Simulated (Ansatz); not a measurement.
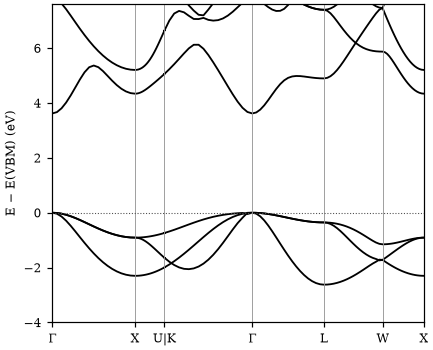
Fig. 1. Band structure from LDA in the plane-wave PAW code Ansatz

Problem. Read off the gap and where the band edges lie.

Solution. About 3.6 eV (3.62 eV by a search for the band edges); maximum at Γ, minimum at Γ.

The material is NaI (rock salt, Fm-3m).

The cell was relaxed with LDA under the symmetry of its start; phonons on a q-mesh show no instability. Scalar-relativistic: spin–orbit coupling is off unless named, which matters more the heavier the elements.

Potentials: the later of the program's two PAW sets.
